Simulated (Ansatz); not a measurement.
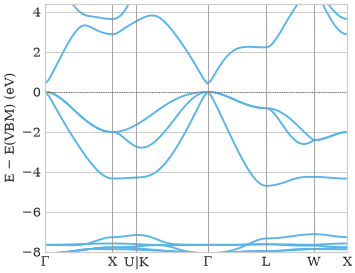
Figure. Band structure from the program Ansatz at the LDA level (PAW)

Problem. Read off the gap and where the band edges lie.

Solution. About 0.4 eV (0.40 eV by a search for the band edges); maximum at Γ, minimum at Γ.

The material is CdSe (zinc blende, F-43m).

The LDA relaxation kept the symmetry of its start; phonons on a q-mesh show no instability. Scalar-relativistic: spin–orbit coupling is off unless named, which matters more the heavier the elements.

Potentials: the later of the program's two PAW sets.
